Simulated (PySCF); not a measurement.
**Ga$_{2}$H$_{6}$: frequency calculation**

- system: Ga$_{2}$H$_{6}$
- method: RKS-based PBE0, Ga def2-TZVP, H def2-TZVP; non-relativistic Hamiltonian; density fitting (PySCF 2.14.0)

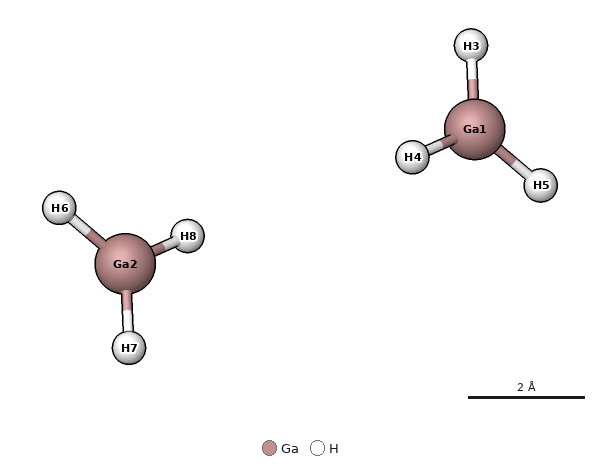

**Figure 1.** The structure as given in the input (ball-and-stick view, seen at a tilt; atoms are numbered from 1 in the order of the input). Sticks mark near contacts.

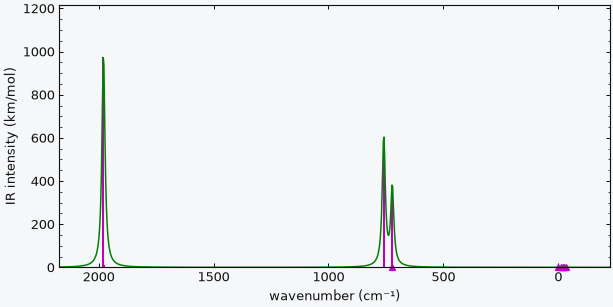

**Figure 2.** Harmonic infrared spectrum, unscaled: sticks (degenerate modes added up, dark ones marked on the axis) with a Lorentzian envelope of 16 cm⁻¹ full width, scaled to the tallest stick; imaginary modes are drawn at negative wavenumbers. 18 modes from 33i to 1980 cm⁻¹, 5 imaginary beyond 8i (33i, 26i, 22i, 19i cm⁻¹): not a minimum. The strongest line is at 1979 cm⁻¹ (973 km/mol).

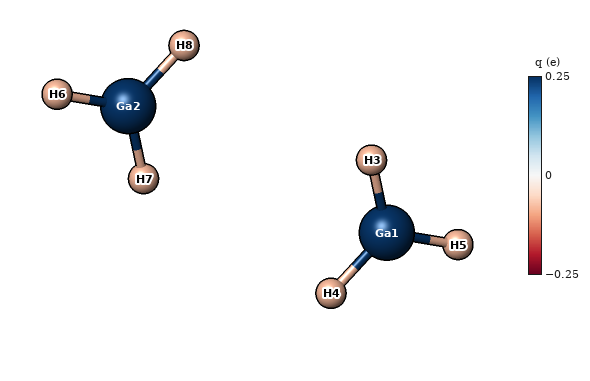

**Figure 3.** Mulliken charges, as the colour of each atom (ball-and-stick view, seen at a tilt; atoms are numbered from 1 in the order of the input; Mulliken charges depend strongly on the basis). By element: Ga +0.24 and H −0.08 e.

The input that produced these results follows, with the program's output.

### Input file
```python
from pyscf import gto, scf, dft
mol = gto.M(atom='''
Ga    -0.000460    -0.002882     4.283154
Ga     0.000460     0.002882    -4.283154
H      1.567885    -0.004788     4.257470
H     -0.786063     1.335644     4.055402
H     -0.782587    -1.339207     4.533309
H      0.782587     1.339207    -4.533309
H     -1.567885     0.004788    -4.257470
H      0.786063    -1.335644    -4.055402''',
    basis={'Ga': 'def2-TZVP', 'H': 'def2-TZVP'},
    charge=0, spin=0)
mf = dft.RKS(mol, xc='PBE0')
mf.grids.atom_grid = (75, 302)
aux = {'Ga': 'def2-universal-JKFIT', 'H': 'def2-universal-JKFIT'}
mf = mf.density_fit(auxbasis=aux)
mf.conv_tol = 1e-09
mf.diis_space = 10
mf.max_cycle = 60
mf.verbose = 4
mf.kernel()
```

The script is an equivalent of the set-up of the self-consistent field. The run itself was carried out by a driver, which started from the orbitals of the step before it where there was one and computed the further properties.

Run as:
```bash
OMP_NUM_THREADS=4 python axn.py task.json out
```

### The program's output
```
init E= -3852.72089713934
  HOMO = -0.316566039265183  LUMO = -0.0684076237541601  gap/eV = 6.75273
cycle= 1 E= -3852.72089713934  delta_E= -3.64e-12  |g|= 3.49e-07  |ddm|= 4.66e-07
  HOMO = -0.316566061177597  LUMO = -0.068407615001768  gap/eV = 6.75274
Extra cycle  E= -3852.72089713934  delta_E= 4.55e-13  |g|= 4.58e-07  |ddm|= 3.72e-07
converged SCF energy = -3852.72089713934
```

### Results in brief

```json
{"quantity": "outcome", "value": "converged"}
{"quantity": "total energy", "value": "−3852.720897 hartree"}
{"quantity": "HOMO", "value": "−8.61 eV"}
{"quantity": "LUMO", "value": "−1.86 eV"}
{"quantity": "zero-point energy", "value": "0.037270 hartree"}
{"quantity": "dipole moment", "value": "0.00 D"}
{"quantity": "wavenumbers, lowest and highest", "value": "33i and 1980 cm⁻¹"}
{"quantity": "hardware", "value": "4 threads of Arm Neoverse V2, 24 GiB of memory available, shared host"}
{"quantity": "wall time", "value": "1.7 min (CPU time 4.8 min)"}
{"quantity": "peak memory", "value": "2.3 GiB"}
```

Checks after the run noted: a mode under 25 cm-1 is near the numerical noise.
